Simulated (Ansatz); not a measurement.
# Run report: C2H5NSSi, geometry relaxation

C2H5NSSi, computed with RKS PBE0-D4/def2-TZVP (Ansatz 0.2.0).

The geometry: PBE-D4/def2-SVP start. Figures and captions count atoms from 1; the log counts them from 0 in places.

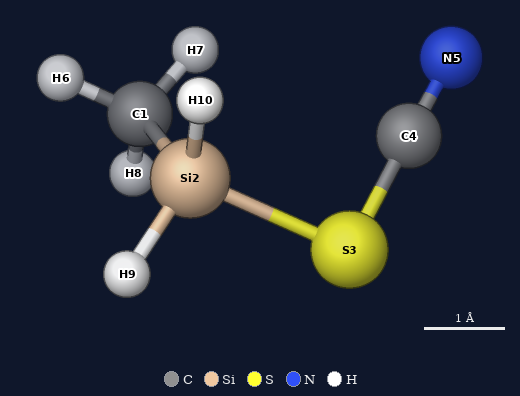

*The input geometry (ball-and-stick view, seen at a tilt; atoms are numbered from 1 in the order of the input).*

Bond lengths as drawn: C–H 1.11 Å, C–N 1.18 Å, C–S 1.70 Å, C–Si 1.87 Å, H–Si 1.50 Å and S–Si 2.21 Å.

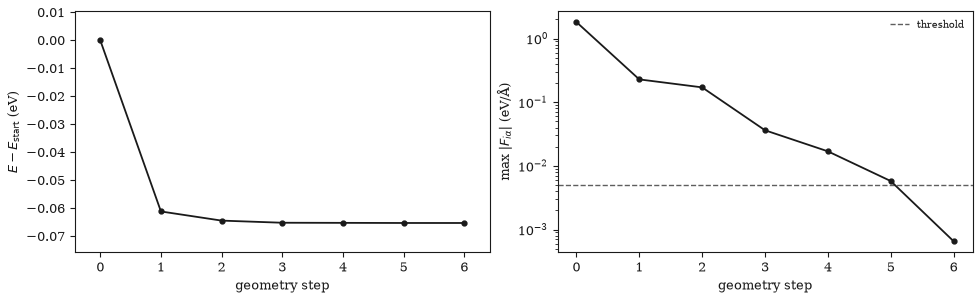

*Progress of the relaxation, step by step (the first geometry is step 0 here and step 1 in the log).*

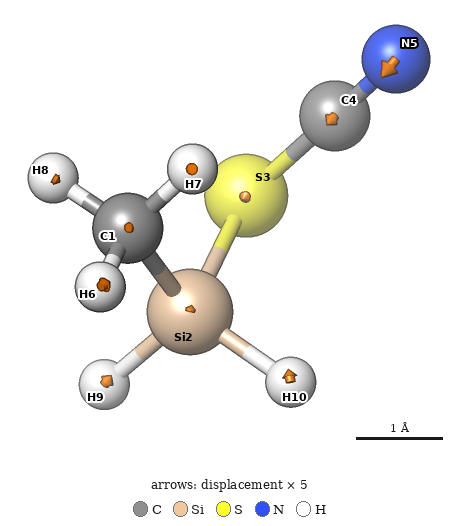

*The starting structure with the displacements as orange arrows, magnified 5 times (ball-and-stick view, seen at a tilt). The two geometries are laid on each other by the best rigid fit.*

Over 6 geometry steps the energy falls by 0.065 eV. The largest force component goes from 1.8 to 0.00065 eV/Å. N5 moves most after the best rigid fit: 0.061 Å. By element the largest moves are N 0.061 Å, H 0.035 Å, C 0.034 Å, S 0.021 Å, Si 0.018 Å. Among the contacts that change: Si2–S3 2.214 → 2.183 Å, C4–N5 1.179 → 1.156 Å, C1–Si2 1.874 → 1.854 Å, Si2–H10 1.500 → 1.482 Å. (Atoms are counted from 1 in the order of the input.)

The input that produced these results follows, with the program's output.

### Input file
```yaml
crystal:
  periodic: [false, false, false]
  atoms:
    - {symbol: C, position_ang: [-1.201999, -0.263085, 0.547281]}
    - {symbol: Si, position_ang: [0.654571, -0.197403, 0.792953]}
    - {symbol: S, position_ang: [1.696625, -0.641913, -1.109657]}
    - {symbol: C, position_ang: [0.949049, 0.583685, -2.016623]}
    - {symbol: N, position_ang: [0.431360, 1.422609, -2.663033]}
    - {symbol: H, position_ang: [-1.718122, -0.033201, 1.502401]}
    - {symbol: H, position_ang: [-1.514373, 0.485974, -0.208045]}
    - {symbol: H, position_ang: [-1.518730, -1.267408, 0.204043]}
    - {symbol: H, position_ang: [1.183493, -1.286104, 1.681564]}
    - {symbol: H, position_ang: [1.121326, 1.145646, 1.272015]}
basis:
  gaussian: {orbitals: def2-TZVP}
hamiltonian: {xc: pbe0, dispersion: d4}
relax: {f_tol: 0.005, max_steps: 150}
```

Run as:
```bash
ansatz run in.yaml --threads 4 --pin off --events-out ev --progress --plain --max-ram 10444MiB
```

### Log
```
Functional definition: PBE0
  name "PBE0"
  cite "Adamo & Barone, J. Chem. Phys. 110, 6158 (1999) doi:10.1063/1.478522"
  cite "Perdew, Burke & Ernzerhof, Phys. Rev. Lett. 77, 3865 (1996) doi:10.1103/PhysRevLett.77.3865"
  parent pbe
  parameter a = 0.25
  parameter kappa = 0.804
  parameter beta = 0.06672455060314922
  exchange = (1 - a)*pbe_x(kappa = kappa, mu = beta*pi^2/3) + a*exact_x
  correlation = pbe_c(beta = beta)
1274 factors; their error is unknown
mean field evaluation 1: about -22338.9487 eV, gradient 6.8e1 eV
mean field evaluation 2: about -22310.7573 eV, gradient 1.2e2 eV
mean field evaluation 4: about -22348.7817 eV, gradient 1.2e1 eV
mean field evaluation 8: about -22349.0883 eV, gradient 2.9e-1 eV
mean field evaluation 16: about -22349.1508 eV, gradient 3.0e-4 eV
mean field -22349.15081154 eV, -821.3161435258 hartree, gradient 2.0e-5 eV, S^2 0.000000; 0 other end points of the search recorded, 0 dependent functions left out
the calculation of the forces begins
reference -22349.15084257 eV, -821.3161446661 hartree; 27, 27 occupied and 170, 170 virtual orbitals, 1274 factors
relax step   1: F+E_penalty+E_count = -22349.36352768 eV  Δ(F+E_penalty+E_count) = +0.000e0 eV  max|allowed force component| = 1.815e0 eV/Å  Δτ_max = 0.0000 Å  (30 SCF iters, accepted)
these checks for a lower state are left out or cut short: starts, cluster_reference, orbital_swaps, neighbouring_geometries, increment
1274 factors; their error is unknown
mean field -22349.20924366 eV, -821.3182908662 hartree, gradient 1.7e-5 eV, S^2 0.000000; 0 other end points of the search recorded, 0 dependent functions left out
the calculation of the forces begins
reference -22349.20927443 eV, -821.3182919973 hartree; 27, 27 occupied and 170, 170 virtual orbitals, 1274 factors
relax step   2: F+E_penalty+E_count = -22349.42468288 eV  Δ(F+E_penalty+E_count) = -6.116e-2 eV  max|allowed force component| = 2.279e-1 eV/Å  Δτ_max = 0.0729 Å  (32 SCF iters, accepted)
these checks for a lower state are left out or cut short: starts, cluster_reference, orbital_swaps, neighbouring_geometries, increment
1274 factors; their error is unknown
mean field evaluation 32: about -22349.2130 eV, gradient 2.3e-5 eV
mean field -22349.21297268 eV, -821.3184279055 hartree, gradient 2.3e-5 eV, S^2 0.000000; 0 other end points of the search recorded, 0 dependent functions left out
the calculation of the forces begins
reference -22349.21300342 eV, -821.3184290351 hartree; 27, 27 occupied and 170, 170 virtual orbitals, 1274 factors
relax step   3: F+E_penalty+E_count = -22349.42795335 eV  Δ(F+E_penalty+E_count) = -3.270e-3 eV  max|allowed force component| = 1.708e-1 eV/Å  Δτ_max = 0.0330 Å  (32 SCF iters, accepted)
these checks for a lower state are left out or cut short: starts, cluster_reference, orbital_swaps, neighbouring_geometries, increment
1274 factors; their error is unknown
mean field -22349.21333954 eV, -821.3184413872 hartree, gradient 2.4e-5 eV, S^2 0.000000; 0 other end points of the search recorded, 0 dependent functions left out
the calculation of the forces begins
reference -22349.21337026 eV, -821.3184425160 hartree; 27, 27 occupied and 170, 170 virtual orbitals, 1274 factors
relax step   4: F+E_penalty+E_count = -22349.42871720 eV  Δ(F+E_penalty+E_count) = -7.639e-4 eV  max|allowed force component| = 3.619e-2 eV/Å  Δτ_max = 0.0148 Å  (33 SCF iters, accepted)
these checks for a lower state are left out or cut short: starts, cluster_reference, orbital_swaps, neighbouring_geometries, increment
1274 factors; their error is unknown
mean field -22349.21339876 eV, -821.3184435635 hartree, gradient 1.8e-5 eV, S^2 0.000000; 0 other end points of the search recorded, 0 dependent functions left out
the calculation of the forces begins
reference -22349.21342948 eV, -821.3184446923 hartree; 27, 27 occupied and 170, 170 virtual orbitals, 1274 factors
relax step   5: F+E_penalty+E_count = -22349.42876025 eV  Δ(F+E_penalty+E_count) = -4.305e-5 eV  max|allowed force component| = 1.690e-2 eV/Å  Δτ_max = 0.0011 Å  (24 SCF iters, accepted)
these checks for a lower state are left out or cut short: starts, cluster_reference, orbital_swaps, neighbouring_geometries, increment
1274 factors; their error is unknown
mean field -22349.21337665 eV, -821.3184427508 hartree, gradient 2.4e-5 eV, S^2 0.000000; 0 other end points of the search recorded, 0 dependent functions left out
the calculation of the forces begins
reference -22349.21340736 eV, -821.3184438796 hartree; 27, 27 occupied and 170, 170 virtual orbitals, 1274 factors
relax step   6: F+E_penalty+E_count = -22349.42880218 eV  Δ(F+E_penalty+E_count) = -4.193e-5 eV  max|allowed force component| = 5.768e-3 eV/Å  Δτ_max = 0.0049 Å  (33 SCF iters, accepted)
these checks for a lower state are left out or cut short: starts, cluster_reference, orbital_swaps, neighbouring_geometries, increment
1274 factors; their error is unknown
mean field -22349.21337462 eV, -821.3184426764 hartree, gradient 1.6e-5 eV, S^2 0.000000; 0 other end points of the search recorded, 0 dependent functions left out
the calculation of the forces begins
reference -22349.21340534 eV, -821.3184438052 hartree; 27, 27 occupied and 170, 170 virtual orbitals, 1274 factors
relax step   7: F+E_penalty+E_count = -22349.42880520 eV  Δ(F+E_penalty+E_count) = -3.017e-6 eV  max|allowed force component| = 6.539e-4 eV/Å  Δτ_max = 0.0009 Å  (24 SCF iters, accepted)
1274 factors; their error is unknown
mean field evaluation 64: about -22346.9412 eV, gradient 3.2e1 eV
mean field -22349.21337462 eV, -821.3184426764 hartree, gradient 1.6e-5 eV, S^2 0.000000; 1 other end points of the search recorded, 0 dependent functions left out
the calculation of the forces begins
reference -22349.21340534 eV, -821.3184438052 hartree; 27, 27 occupied and 170, 170 virtual orbitals, 1274 factors
Total energy: -22349.42883591 eV, -821.3263607329 hartree
Atom 0 at    -1.189112    -0.260409     0.536495 Å, force    -0.000004    -0.000022    -0.000654 eV/Å
Atom 1 at     0.648229    -0.195746     0.776457 Å, force     0.000176    -0.000365     0.000196 eV/Å
Atom 2 at     1.682200    -0.638241    -1.094323 Å, force     0.000029    -0.000485     0.000543 eV/Å
Atom 3 at     0.936924     0.577449    -1.985613 Å, force    -0.000065     0.000296    -0.000391 eV/Å
Atom 4 at     0.421488     1.406231    -2.604910 Å, force    -0.000030     0.000082     0.000107 eV/Å
Atom 5 at    -1.694839    -0.025518     1.476987 Å, force     0.000245     0.000032     0.000204 eV/Å
Atom 6 at    -1.498137     0.472247    -0.212140 Å, force    -0.000281     0.000037     0.000143 eV/Å
Atom 7 at    -1.505660    -1.251631     0.207425 Å, force     0.000112     0.000066     0.000094 eV/Å
Atom 8 at     1.170901    -1.267658     1.659358 Å, force    -0.000042     0.000131    -0.000253 eV/Å
Atom 9 at     1.111205     1.132077     1.243162 Å, force    -0.000140     0.000227     0.000010 eV/Å
Dipole moment:    -0.086696    -0.435927     0.715003 e Å
```

### Trajectory as extended XYZ (Å, eV, eV/Å), 7 frames, from step=1 to step=7
```
10
Properties=species:S:1:pos:R:3:forces:R:3 step=1 energy=-22349.36353
C    -1.2020   -0.2631    0.5473   -0.1621   0.0028  -0.0387
Si    0.6546   -0.1974    0.7930   -0.0201   0.0050  -0.0899
S     1.6966   -0.6419   -1.1097   -0.3914   0.4452   0.0591
C     0.9490    0.5837   -2.0166   -0.9032   1.4306  -1.1000
N     0.4314    1.4226   -2.6630    1.1190  -1.8151   1.4167
H    -1.7181   -0.0332    1.5024    0.2525  -0.1106  -0.4525
H    -1.5144    0.4860   -0.2080    0.1551  -0.3647   0.3644
H    -1.5187   -1.2674    0.2040    0.1496   0.4826   0.1658
H     1.1835   -1.2861    1.6816   -0.1056   0.2265  -0.2023
H     1.1213    1.1456    1.2720   -0.0938  -0.3023  -0.1227
10
Properties=species:S:1:pos:R:3:forces:R:3 step=2 energy=-22349.42468
C    -1.1917   -0.2580    0.5320    0.0073   0.0069   0.0095
Si    0.6527   -0.1943    0.7816   -0.0251  -0.0497  -0.0661
S     1.6937   -0.6430   -1.0937   -0.1936   0.2279  -0.0147
C     0.9290    0.5776   -1.9774    0.1446  -0.1945   0.0627
N     0.4071    1.4013   -2.5977   -0.0155   0.0171   0.0159
H    -1.7035   -0.0199    1.4736    0.0681  -0.0328  -0.1290
H    -1.4965    0.4765   -0.2231    0.0436  -0.0999   0.1064
H    -1.5076   -1.2537    0.2017    0.0448   0.1334   0.0464
H     1.1786   -1.2744    1.6589   -0.0422   0.0632  -0.0141
H     1.1211    1.1366    1.2469   -0.0319  -0.0717  -0.0170
10
Properties=species:S:1:pos:R:3:forces:R:3 step=3 energy=-22349.42795
C    -1.1894   -0.2617    0.5392    0.0477   0.0026   0.0112
Si    0.6495   -0.1987    0.7806   -0.0608   0.0330  -0.0190
S     1.6780   -0.6328   -1.0950   -0.0183   0.0449  -0.0525
C     0.9356    0.5839   -1.9942    0.0921  -0.1708   0.1398
N     0.4267    1.4074   -2.6237   -0.0556   0.0921  -0.0594
H    -1.6955   -0.0292    1.4797   -0.0078   0.0025   0.0079
H    -1.4962    0.4726   -0.2080   -0.0092   0.0073  -0.0089
H    -1.5044   -1.2521    0.2075   -0.0087  -0.0106  -0.0051
H     1.1663   -1.2686    1.6688    0.0184  -0.0127  -0.0219
H     1.1127    1.1281    1.2479    0.0021   0.0118   0.0077
10
Properties=species:S:1:pos:R:3:forces:R:3 step=4 energy=-22349.42872
C    -1.1891   -0.2600    0.5369    0.0279  -0.0015  -0.0009
Si    0.6489   -0.1958    0.7770   -0.0199  -0.0011   0.0055
S     1.6820   -0.6372   -1.0940   -0.0131   0.0227  -0.0072
C     0.9350    0.5789   -1.9848    0.0258  -0.0362  -0.0019
N     0.4217    1.4044   -2.6100   -0.0105   0.0149   0.0045
H    -1.6953   -0.0261    1.4769   -0.0041   0.0028   0.0098
H    -1.4971    0.4729   -0.2115   -0.0068   0.0076  -0.0076
H    -1.5043   -1.2509    0.2069   -0.0070  -0.0097  -0.0039
H     1.1703   -1.2684    1.6592    0.0038  -0.0052   0.0026
H     1.1112    1.1310    1.2462    0.0039   0.0057  -0.0010
10
Properties=species:S:1:pos:R:3:forces:R:3 step=5 energy=-22349.42876
C    -1.1893   -0.2602    0.5370    0.0110  -0.0008  -0.0008
Si    0.6484   -0.1956    0.7773   -0.0072  -0.0012   0.0016
S     1.6817   -0.6369   -1.0938   -0.0039   0.0073   0.0022
C     0.9358    0.5786   -1.9852    0.0080  -0.0091  -0.0169
N     0.4226    1.4045   -2.6103   -0.0025   0.0023   0.0120
H    -1.6952   -0.0266    1.4776   -0.0019   0.0008   0.0025
H    -1.4980    0.4732   -0.2110   -0.0022   0.0014  -0.0010
H    -1.5049   -1.2512    0.2067   -0.0023  -0.0012  -0.0005
H     1.1708   -1.2686    1.6589    0.0006  -0.0004   0.0011
H     1.1113    1.1316    1.2457    0.0004   0.0009  -0.0003
10
Properties=species:S:1:pos:R:3:forces:R:3 step=6 energy=-22349.42880
C    -1.1890   -0.2604    0.5365   -0.0005  -0.0003  -0.0003
Si    0.6483   -0.1959    0.7769   -0.0009   0.0018  -0.0025
S     1.6816   -0.6381   -1.0944    0.0013  -0.0015   0.0030
C     0.9364    0.5777   -1.9855   -0.0012   0.0030  -0.0058
N     0.4216    1.4061   -2.6058    0.0009  -0.0021   0.0040
H    -1.6951   -0.0256    1.4769    0.0001   0.0001   0.0002
H    -1.4977    0.4724   -0.2122    0.0003  -0.0004   0.0011
H    -1.5053   -1.2515    0.2072   -0.0004  -0.0001   0.0002
H     1.1711   -1.2679    1.6597   -0.0001   0.0002  -0.0003
H     1.1111    1.1321    1.2435    0.0005  -0.0006   0.0005
10
Properties=species:S:1:pos:R:3:forces:R:3 step=7 energy=-22349.42880
C    -1.1891   -0.2604    0.5365    0.0000   0.0000  -0.0007
Si    0.6482   -0.1957    0.7765    0.0002  -0.0004   0.0002
S     1.6822   -0.6382   -1.0943    0.0000  -0.0005   0.0005
C     0.9369    0.5774   -1.9856   -0.0001   0.0003  -0.0004
N     0.4215    1.4062   -2.6049    0.0000   0.0001   0.0001
H    -1.6948   -0.0255    1.4770    0.0002   0.0000   0.0002
H    -1.4981    0.4722   -0.2121   -0.0003   0.0000   0.0001
H    -1.5057   -1.2516    0.2074    0.0001   0.0001   0.0001
H     1.1709   -1.2677    1.6594    0.0000   0.0001  -0.0003
H     1.1112    1.1321    1.2432   -0.0001   0.0002   0.0000
```

### Key numbers

- outcome: converged
- total energy: −22349.4288 eV
- mean-field energy: −22349.2134 eV
- dispersion energy: −0.2154 eV
- SCF solution under orbital rotations: stable
- largest force (length of the vector) at the end: 0.001 eV/Å
- dipole moment: 4.04 D
- hardware: 4 threads of Arm Neoverse V2, 23 GiB of memory available, shared host
- wall time: 20 s (CPU time 75 s)
- peak memory: 0.5 GiB
